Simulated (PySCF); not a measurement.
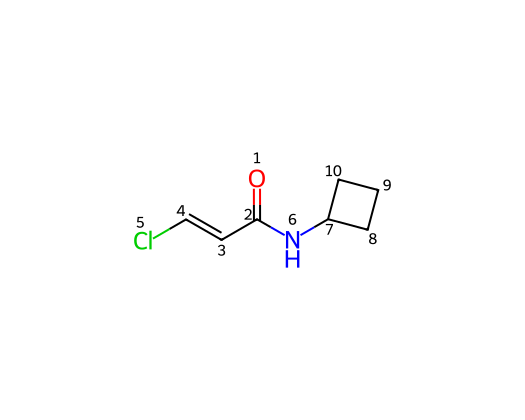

Skeletal drawing with numbered atoms; wedges and dashes mark any stereocentres. The configuration is that of a computed structure (GFN2-xTB).

Q: Assign CIP descriptors.

A: C3=C4: E.

Q: Write the isomeric SMILES.

A: O=C(/C=C/Cl)NC1CCC1
